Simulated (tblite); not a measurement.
# C4H7GeO: geometry relaxation (part 1 of 2)

- system: C4H7GeO, multiplicity 2, SMILES C[C]1OC=[CH][GeH2]1
- method: GFN2-xTB geometry optimisation, gas phase (tblite 0.8.0)

It belongs to a series of runs on one base structure; here: H removed from sp3 C.

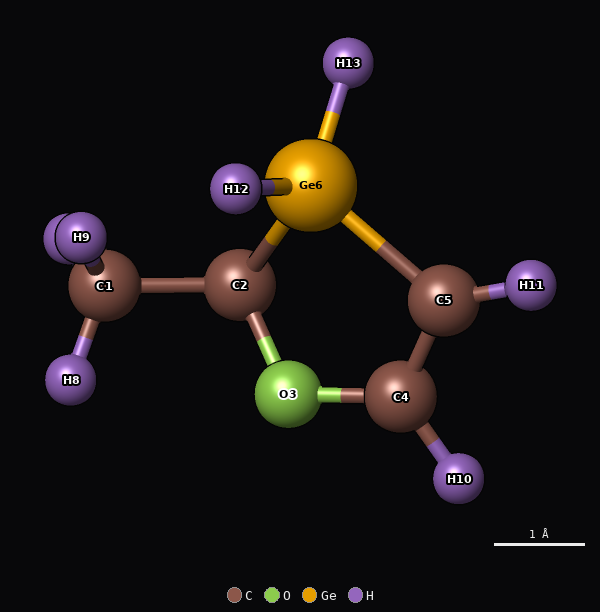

*The input geometry (ball-and-stick view, seen at a tilt; atoms are numbered from 1 in the order of the input). Sticks mark near contacts.*

Bond lengths as drawn: C–C 1.31 to 1.52 Å, C–Ge 1.96 to 1.98 Å, C–H 1.07 to 1.12 Å, C–O 1.33 to 1.43 Å and Ge–H 1.51 to 1.53 Å.

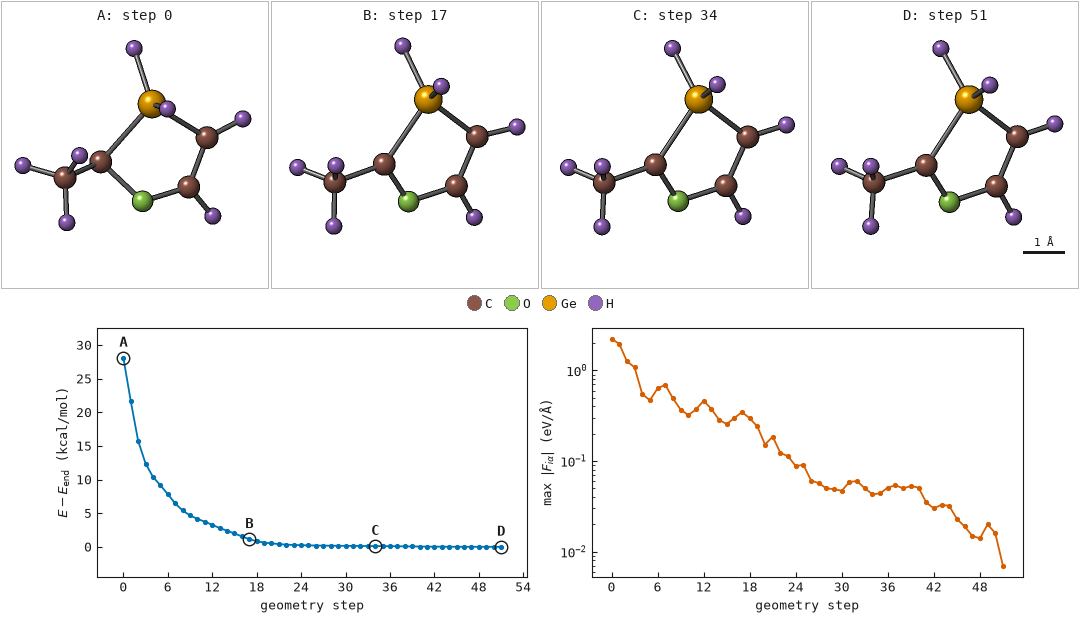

*Frames of the relaxation (ball-and-stick view, seen at a tilt) above the curves, on which the letters mark them (steps are counted from 0).*

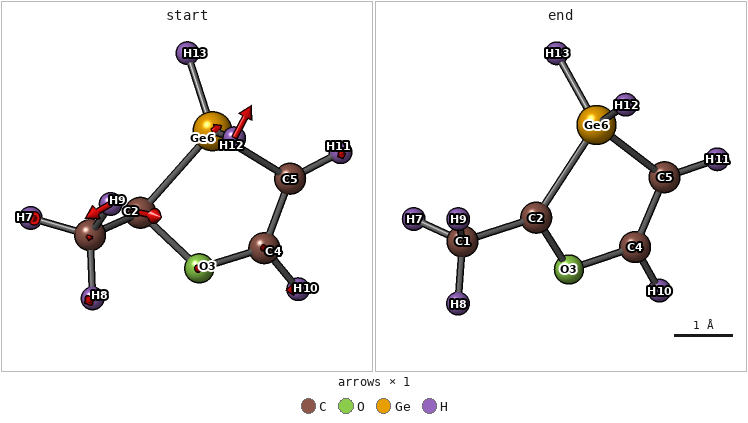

*Before (left) and after (right) the relaxation, at one scale (ball-and-stick view, seen at a tilt). The red arrows give the displacements, at true length.*

The energy falls by 28.1 kcal/mol in 51 geometry steps. The largest force component goes from 2.2 to 0.007 eV/Å. C2 moves most after the best rigid fit: 0.68 Å. Largest moves by element: C 0.68 Å, H 0.66 Å, Ge 0.21 Å, O 0.12 Å. Distances before and after: C2–O3 1.426 → 1.352 Å, C2–Ge6 1.984 → 1.932 Å, C4–H10 1.123 → 1.080 Å, C4–C5 1.309 → 1.346 Å. Among the angles that change: C1–C2–Ge6 109.4° → 133.8°, O3–C2–Ge6 93.7° → 110.6°, H12–Ge6–H13 116.7° → 105.1°. (Atoms are counted from 1 in the order of the input.)

The input and output of the run follow.

Input:
```
{"job": {"kind": "relax", "xc": "GFN2-xTB", "basis": "xTB"}, "charge": 0, "multiplicity": 2}
C     -2.039200    -0.193400    -0.226900
C     -0.646900    -0.475200    -0.758600
O      0.108300    -1.189700     0.217700
C      1.434300    -1.109100     0.207600
C      1.988500     0.017100    -0.162200
Ge     0.460600     1.163200    -0.605400
H     -2.725500    -0.281700    -1.101600
H     -2.313400    -0.953100     0.545400
H     -2.042700     0.824500     0.195100
H      2.087300    -1.964300     0.528900
H      3.024100     0.269200    -0.237600
H      0.052800     2.021200     0.588200
H      0.607400     1.871900    -1.930800
```

The first line tells a small driver script what to run in tblite; the rest is the geometry in Å.

Launch command:
```bash
OMP_NUM_THREADS=1 python <driver script> task.json out
```

Output:
```
step      E/eV     max force
  0    -489.20102    2.716
  1    -489.48033    2.231
  2    -489.73759    1.497
  3    -489.88295    1.274
  4    -489.96950    0.710
  5    -490.02304    0.607
  6    -490.08044    0.666
  7    -490.14005    0.711
  8    -490.18572    0.526
  9    -490.21721    0.400
 10    -490.23986    0.384
 11    -490.25783    0.410
 12    -490.27815    0.474
 13    -490.29872    0.404
 14    -490.31631    0.314
 15    -490.33351    0.316
 16    -490.35279    0.327
 17    -490.37051    0.375
 18    -490.38352    0.323
 19    -490.39236    0.261
 20    -490.39777    0.171
 21    -490.40222    0.209
 22    -490.40580    0.145
 23    -490.40810    0.129
 24    -490.40951    0.101
 25    -490.41054    0.110
 26    -490.41145    0.083
 27    -490.41218    0.077
 28    -490.41268    0.062
 29    -490.41318    0.064
 30    -490.41362    0.052
 31    -490.41405    0.061
 32    -490.41443    0.061
 33    -490.41482    0.054
 34    -490.41522    0.050
 35    -490.41561    0.049
 36    -490.41597    0.054
 37    -490.41632    0.056
 38    -490.41678    0.058
 39    -490.41740    0.068
 40    -490.41806    0.072
 41    -490.41855    0.051
 42    -490.41884    0.041
 43    -490.41906    0.038
 44    -490.41929    0.033
 45    -490.41950    0.032
 46    -490.41964    0.023
 47    -490.41973    0.025
 48    -490.41980    0.021
 49    -490.41987    0.021
 50    -490.41992    0.016
 51    -490.41994    0.008
```

Trajectory as extended XYZ (Å, eV, eV/Å), 37 of the 52 frames kept, from step=0 to step=51:
```
13
Properties=species:S:1:pos:R:3:forces:R:3 step=0 energy=-489.20102
C    -2.0392   -0.1934   -0.2269   -0.3000  -1.1900  -0.4530
C    -0.6469   -0.4752   -0.7586    1.1010   1.0920   2.2300
O     0.1083   -1.1897    0.2177   -1.3410  -1.9020  -0.2460
C     1.4343   -1.1091    0.2076    0.9950  -1.4240   0.3140
C     1.9885    0.0171   -0.1622    0.1970   2.1800  -0.6760
Ge    0.4606    1.1632   -0.6054    0.6650   0.2350  -1.1700
H    -2.7255   -0.2817   -1.1016    0.2120   0.2820   0.8280
H    -2.3134   -0.9531    0.5454    0.0730   0.6730  -0.5950
H    -2.0427    0.8245    0.1951   -0.4920  -0.5410  -0.1450
H     2.0873   -1.9643    0.5289   -1.2920   0.3960  -0.0950
H     3.0241    0.2692   -0.2376    0.2040  -0.3140   0.1030
H     0.0528    2.0212    0.5882   -0.0410   0.1320  -0.2570
H     0.6074    1.8719   -1.9308    0.0170   0.3820   0.1620
13
Properties=species:S:1:pos:R:3:forces:R:3 step=1 energy=-489.48033
C    -2.0435   -0.2104   -0.2334    0.2090  -0.2580  -0.1510
C    -0.6312   -0.4596   -0.7268    0.7140   0.7850   1.9620
O     0.0892   -1.2169    0.2142    0.0750  -1.5240  -0.3690
C     1.4485   -1.1295    0.2120    0.1080   1.2600  -0.5490
C     1.9913    0.0482   -0.1719   -0.8640  -0.3310   0.1060
Ge    0.4701    1.1666   -0.6221    0.4970   0.2870  -0.7050
H    -2.7225   -0.2777   -1.0898   -0.0270   0.1310   0.3450
H    -2.3123   -0.9434    0.5369   -0.0600   0.2260  -0.2700
H    -2.0497    0.8167    0.1930   -0.4970  -0.7050  -0.2110
H     2.0688   -1.9587    0.5275   -0.6490  -0.2320   0.1520
H     3.0270    0.2647   -0.2361    0.4600  -0.1550   0.0740
H     0.0523    2.0231    0.5845    0.0220   0.0990  -0.3710
H     0.6076    1.8774   -1.9284    0.0130   0.4170  -0.0120
13
Properties=species:S:1:pos:R:3:forces:R:3 step=3 energy=-489.88295
C    -2.0295   -0.2320   -0.2433    0.2790   0.2860   0.3220
C    -0.5864   -0.4069   -0.5953   -0.1570   0.0290   0.6270
O     0.0878   -1.3150    0.1870    1.0810   0.1440  -0.6590
C     1.4512   -1.1103    0.1972   -0.4980   0.2460  -0.0980
C     1.9770    0.0781   -0.1820    0.0290  -0.7480   0.1570
Ge    0.5017    1.1868   -0.6668    0.1190   0.1880   0.4650
H    -2.7235   -0.2690   -1.0680    0.0090  -0.1610  -0.3710
H    -2.3172   -0.9295    0.5199   -0.2420  -0.4530   0.2250
H    -2.0846    0.7735    0.1806   -0.4270   0.0300   0.0660
H     2.0172   -1.9633    0.5337   -0.1210  -0.0960   0.0950
H     3.0393    0.2494   -0.2292   -0.1310  -0.1410   0.1390
H     0.0542    2.0311    0.5579    0.1200   0.1900  -0.5140
H     0.6083    1.9078   -1.9320   -0.0610   0.4850  -0.4530
13
Properties=species:S:1:pos:R:3:forces:R:3 step=4 energy=-489.96950
C    -2.0197   -0.2332   -0.2392   -0.2240  -0.0560   0.3420
C    -0.5766   -0.3906   -0.5423   -0.0950   0.0800   0.1200
O     0.1101   -1.3404    0.1639    0.2910   0.3430  -0.5490
C     1.4414   -1.1065    0.1930    0.2000  -0.1720   0.0170
C     1.9774    0.0758   -0.1833    0.0420  -0.5030   0.0920
Ge    0.5138    1.1970   -0.6695    0.1320   0.0940   0.3550
H    -2.7233   -0.2700   -1.0696    0.3090  -0.2170  -0.2360
H    -2.3241   -0.9354    0.5198   -0.2140  -0.3820   0.1450
H    -2.1046    0.7621    0.1788   -0.3880   0.3430   0.1990
H     1.9981   -1.9654    0.5370    0.0090  -0.0330   0.0580
H     3.0385    0.2412   -0.2238   -0.0590  -0.1290   0.1590
H     0.0576    2.0380    0.5383    0.1020   0.2930  -0.4220
H     0.6071    1.9279   -1.9434   -0.1050   0.3390  -0.2790
13
Properties=species:S:1:pos:R:3:forces:R:3 step=6 energy=-490.08044
C    -2.0229   -0.2391   -0.2144   -0.3590  -0.0850   0.1950
C    -0.5682   -0.3569   -0.4665   -0.1520   0.2990  -0.2640
O     0.1404   -1.3619    0.1051   -0.6340   0.1510  -0.1350
C     1.4462   -1.1151    0.1873    0.3450  -0.4560  -0.0630
C     1.9833    0.0557   -0.1828    0.1340   0.2360  -0.0740
Ge    0.5392    1.2152   -0.6623    0.1210  -0.0710  -0.2000
H    -2.7005   -0.2849   -1.0818    0.5170  -0.2450   0.0300
H    -2.3458   -0.9635    0.5262   -0.1330  -0.1500  -0.0010
H    -2.1551    0.7636    0.1876   -0.3040   0.1340   0.1920
H     1.9762   -1.9743    0.5463    0.2960  -0.2490   0.0900
H     3.0367    0.2225   -0.2065    0.2200  -0.0560   0.1770
H     0.0675    2.0679    0.4897    0.0560   0.4960  -0.1180
H     0.5988    1.9713   -1.9683   -0.1070  -0.0050   0.1720
13
Properties=species:S:1:pos:R:3:forces:R:3 step=7 energy=-490.14005
C    -2.0331   -0.2421   -0.1918   -0.2000  -0.0130   0.0280
C    -0.5690   -0.3281   -0.4262   -0.1270   0.2040  -0.2210
O     0.1473   -1.3694    0.0626   -0.6930   0.1290   0.0900
C     1.4552   -1.1291    0.1805    0.0670  -0.3330  -0.2200
C     1.9902    0.0440   -0.1830    0.1220   0.3030  -0.0620
Ge    0.5581    1.2252   -0.6609    0.0260  -0.1150  -0.3840
H    -2.6722   -0.3019   -1.0909    0.4610  -0.2140   0.1600
H    -2.3640   -0.9877    0.5317   -0.0420   0.0440  -0.0990
H    -2.1964    0.7681    0.1987   -0.2460  -0.1320   0.1480
H     1.9721   -1.9882    0.5553    0.3040  -0.2600   0.0350
H     3.0412    0.2091   -0.1902    0.3300   0.0020   0.1760
H     0.0758    2.1012    0.4545    0.0610   0.5510   0.0250
H     0.5904    1.9995   -1.9806   -0.0630  -0.1650   0.3240
13
Properties=species:S:1:pos:R:3:forces:R:3 step=8 energy=-490.18572
C    -2.0444   -0.2431   -0.1722    0.0050   0.0200  -0.0970
C    -0.5736   -0.3035   -0.4001   -0.0680   0.1040  -0.1220
O     0.1434   -1.3688    0.0294   -0.4360   0.0580   0.2890
C     1.4617   -1.1446    0.1702   -0.1620  -0.1470  -0.3070
C     1.9978    0.0352   -0.1828    0.0970   0.1640  -0.0160
Ge    0.5729    1.2310   -0.6642   -0.0770  -0.0730  -0.3280
H    -2.6407   -0.3205   -1.0967    0.2960  -0.1570   0.1920
H    -2.3799   -1.0077    0.5352    0.0410   0.1900  -0.1550
H    -2.2344    0.7702    0.2110   -0.1990  -0.3190   0.1020
H     1.9757   -2.0044    0.5630    0.1350  -0.1090  -0.0990
H     3.0507    0.1986   -0.1736    0.2730   0.0210   0.1630
H     0.0840    2.1389    0.4260    0.1070   0.4920   0.0400
H     0.5824    2.0192   -1.9854   -0.0140  -0.2430   0.3380
13
Properties=species:S:1:pos:R:3:forces:R:3 step=10 energy=-490.23986
C    -2.0538   -0.2427   -0.1576    0.2150   0.0280  -0.0890
C    -0.5826   -0.2784   -0.3880    0.0710  -0.0580   0.0640
O     0.1232   -1.3600    0.0159    0.1390   0.0200   0.3210
C     1.4601   -1.1645    0.1449   -0.1750   0.1540  -0.1630
C     2.0087    0.0275   -0.1819   -0.0330  -0.1310   0.0000
Ge    0.5808    1.2332   -0.6763   -0.0550   0.0390   0.1740
H    -2.5978   -0.3469   -1.0960   -0.0810  -0.0730  -0.0740
H    -2.3919   -1.0177    0.5317    0.0970   0.1060  -0.0560
H    -2.2800    0.7584    0.2293   -0.1520  -0.2460   0.0510
H     1.9848   -2.0214    0.5613   -0.1900   0.1390  -0.3040
H     3.0705    0.1898   -0.1492   -0.0600  -0.0340   0.1040
H     0.0994    2.1994    0.3996    0.2040   0.2350  -0.1100
H     0.5741    2.0237   -1.9741    0.0200  -0.1800   0.0820
13
Properties=species:S:1:pos:R:3:forces:R:3 step=11 energy=-490.25783
C    -2.0516   -0.2426   -0.1567    0.1400  -0.0060  -0.0800
C    -0.5834   -0.2719   -0.3846    0.1080  -0.1080   0.1190
O     0.1163   -1.3571    0.0231    0.2330   0.0840   0.2160
C     1.4557   -1.1683    0.1323   -0.0820   0.1830  -0.0210
C     2.0116    0.0248   -0.1823   -0.0740  -0.1250  -0.0260
Ge    0.5812    1.2341   -0.6779    0.0100   0.0530   0.3710
H    -2.5858   -0.3569   -1.0959   -0.1590  -0.0430  -0.1670
H    -2.3922   -1.0159    0.5280    0.1040  -0.0190   0.0180
H    -2.2975    0.7470    0.2364   -0.1210  -0.1040   0.0320
H     1.9832   -2.0228    0.5522   -0.2200   0.1320  -0.3200
H     3.0764    0.1867   -0.1389   -0.1790  -0.0650   0.0680
H     0.1095    2.2253    0.3902    0.2190   0.1410  -0.1460
H     0.5723    2.0182   -1.9661    0.0210  -0.1220  -0.0650
13
Properties=species:S:1:pos:R:3:forces:R:3 step=13 energy=-490.29872
C    -2.0438   -0.2459   -0.1581   -0.1980  -0.0940  -0.0360
C    -0.5776   -0.2565   -0.3576   -0.0160  -0.0030   0.1400
O     0.1109   -1.3491    0.0436    0.0640   0.1500  -0.0290
C     1.4445   -1.1704    0.1042    0.1280   0.0990   0.2560
C     2.0151    0.0172   -0.1867   -0.0710   0.1120  -0.0480
Ge    0.5881    1.2418   -0.6606    0.0810   0.1210   0.3770
H    -2.5630   -0.3840   -1.1052   -0.1190   0.0320  -0.1330
H    -2.3884   -1.0180    0.5209    0.1270  -0.2400   0.0730
H    -2.3510    0.7151    0.2544    0.0250   0.0930  -0.0960
H     1.9654   -2.0236    0.5136   -0.0380  -0.1090  -0.2130
H     3.0796    0.1726   -0.1092   -0.2070  -0.0800  -0.0330
H     0.1475    2.2985    0.3551    0.1960   0.0350  -0.0550
H     0.5683    2.0027   -1.9547    0.0290  -0.1150  -0.2010
13
Properties=species:S:1:pos:R:3:forces:R:3 step=14 energy=-490.31631
C    -2.0445   -0.2496   -0.1591   -0.2620  -0.1160   0.0070
C    -0.5749   -0.2481   -0.3382   -0.1260   0.1350   0.1060
O     0.1117   -1.3431    0.0512   -0.0840   0.1070  -0.0810
C     1.4416   -1.1681    0.0968    0.1260   0.0310   0.2860
C     2.0150    0.0157   -0.1899   -0.0480   0.2110  -0.0100
Ge    0.5940    1.2493   -0.6429    0.0400   0.1400   0.1590
H    -2.5550   -0.3962   -1.1132   -0.0570   0.0540  -0.0400
H    -2.3839   -1.0257    0.5195    0.1210  -0.2600   0.0330
H    -2.3772    0.7016    0.2605    0.0880   0.0880  -0.1660
H     1.9551   -2.0270    0.4901    0.0900  -0.2280  -0.1360
H     3.0759    0.1633   -0.0955   -0.0870  -0.0430  -0.0740
H     0.1708    2.3347    0.3356    0.1640   0.0550   0.0540
H     0.5670    1.9937   -1.9551    0.0380  -0.1720  -0.1380
13
Properties=species:S:1:pos:R:3:forces:R:3 step=16 energy=-490.35279
C    -2.0588   -0.2630   -0.1598   -0.0780  -0.0730   0.0670
C    -0.5800   -0.2213   -0.2954   -0.1670   0.2740   0.0540
O     0.1086   -1.3224    0.0643   -0.1950  -0.0060  -0.0880
C     1.4390   -1.1597    0.0975   -0.0530  -0.0680   0.1620
C     2.0113    0.0214   -0.1938    0.0000   0.1140   0.1690
Ge    0.6049    1.2730   -0.6001   -0.1110   0.0750  -0.2980
H    -2.5426   -0.4186   -1.1314    0.0130   0.0390   0.1370
H    -2.3669   -1.0573    0.5174    0.0320  -0.1670  -0.0880
H    -2.4248    0.6775    0.2617    0.0830   0.0010  -0.2060
H     1.9417   -2.0484    0.4319    0.1570  -0.1660  -0.0520
H     3.0659    0.1435   -0.0725    0.1740   0.0820  -0.1380
H     0.2299    2.4154    0.3020    0.0950   0.1410   0.2500
H     0.5674    1.9603   -1.9619    0.0500  -0.2450   0.0320
13
Properties=species:S:1:pos:R:3:forces:R:3 step=17 energy=-490.37051
C    -2.0692   -0.2720   -0.1597    0.0780  -0.0160   0.0780
C    -0.5878   -0.2027   -0.2754   -0.0840   0.2060   0.0470
O     0.1021   -1.3081    0.0720   -0.1210  -0.0430  -0.0730
C     1.4365   -1.1553    0.1039   -0.1320  -0.0720   0.0400
C     2.0083    0.0271   -0.1913    0.0150  -0.0360   0.2660
Ge    0.6066    1.2872   -0.5818   -0.1370   0.0340  -0.3470
H    -2.5379   -0.4287   -1.1385    0.0120   0.0040   0.1640
H    -2.3552   -1.0789    0.5144   -0.0320  -0.0860  -0.1320
H    -2.4451    0.6659    0.2562    0.0110  -0.0280  -0.1550
H     1.9395   -2.0636    0.3974    0.0690   0.0050  -0.0310
H     3.0635    0.1358   -0.0651    0.1980   0.1320  -0.1650
H     0.2648    2.4605    0.2927    0.0810   0.1160   0.2510
H     0.5695    1.9332   -1.9650    0.0430  -0.2150   0.0560
13
Properties=species:S:1:pos:R:3:forces:R:3 step=18 energy=-490.38352
C    -2.0753   -0.2787   -0.1592    0.1540   0.0430   0.0660
C    -0.5946   -0.1879   -0.2632    0.0200   0.0690   0.0470
O     0.0952   -1.2982    0.0773   -0.0290  -0.0300  -0.0590
C     1.4330   -1.1530    0.1109   -0.1380  -0.0180  -0.0700
C     2.0058    0.0314   -0.1844    0.0020  -0.1290   0.2960
Ge    0.6045    1.2973   -0.5747   -0.0850  -0.0050  -0.2130
H    -2.5367   -0.4341   -1.1400    0.0040  -0.0360   0.1220
H    -2.3467   -1.0950    0.5100   -0.0750  -0.0280  -0.1300
H    -2.4557    0.6587    0.2484   -0.0680  -0.0230  -0.0720
H     1.9396   -2.0732    0.3728   -0.0220   0.1240  -0.0040
H     3.0645    0.1337   -0.0649    0.1280   0.1400  -0.1700
H     0.2897    2.4904    0.2934    0.0810   0.0400   0.1810
H     0.5723    1.9090   -1.9666    0.0290  -0.1470   0.0070
13
Properties=species:S:1:pos:R:3:forces:R:3 step=20 energy=-490.39777
C    -2.0741   -0.2821   -0.1566    0.0460   0.0780   0.0020
C    -0.5980   -0.1750   -0.2526    0.0610  -0.0930   0.0280
O     0.0876   -1.2936    0.0771    0.0470   0.0280  -0.0300
C     1.4258   -1.1524    0.1159   -0.0180   0.0510  -0.1190
C     2.0037    0.0332   -0.1642   -0.0160  -0.0110   0.1520
Ge    0.5995    1.3038   -0.5792    0.0690  -0.0470   0.1490
H    -2.5381   -0.4375   -1.1341    0.0230  -0.0660   0.0010
H    -2.3438   -1.1081    0.5001   -0.0690   0.0190  -0.0550
H    -2.4627    0.6549    0.2371   -0.1200   0.0040   0.0510
H     1.9390   -2.0742    0.3569   -0.0650   0.0900   0.0380
H     3.0698    0.1406   -0.0772   -0.0550   0.0710  -0.1190
H     0.3104    2.5071    0.3067    0.0870  -0.0920   0.0220
H     0.5766    1.8838   -1.9702    0.0090  -0.0330  -0.1210
13
Properties=species:S:1:pos:R:3:forces:R:3 step=21 energy=-490.40222
C    -2.0720   -0.2813   -0.1553   -0.0450   0.0370  -0.0130
C    -0.5969   -0.1719   -0.2464    0.0030  -0.0600   0.0040
O     0.0861   -1.2927    0.0753    0.0390   0.0090  -0.0130
C     1.4225   -1.1519    0.1137    0.0550   0.0230  -0.0780
C     2.0031    0.0338   -0.1532   -0.0150   0.0920   0.0520
Ge    0.6001    1.3049   -0.5781    0.0930  -0.0250   0.1860
H    -2.5372   -0.4408   -1.1316    0.0480  -0.0500  -0.0340
H    -2.3453   -1.1119    0.4949   -0.0450   0.0430  -0.0230
H    -2.4697    0.6531    0.2349   -0.0980   0.0060   0.0720
H     1.9364   -2.0719    0.3529   -0.0440   0.0270   0.0460
H     3.0707    0.1446   -0.0841   -0.0800   0.0360  -0.0810
H     0.3198    2.5113    0.3110    0.0840  -0.1180  -0.0190
H     0.5781    1.8752   -1.9744    0.0060  -0.0210  -0.0980
```
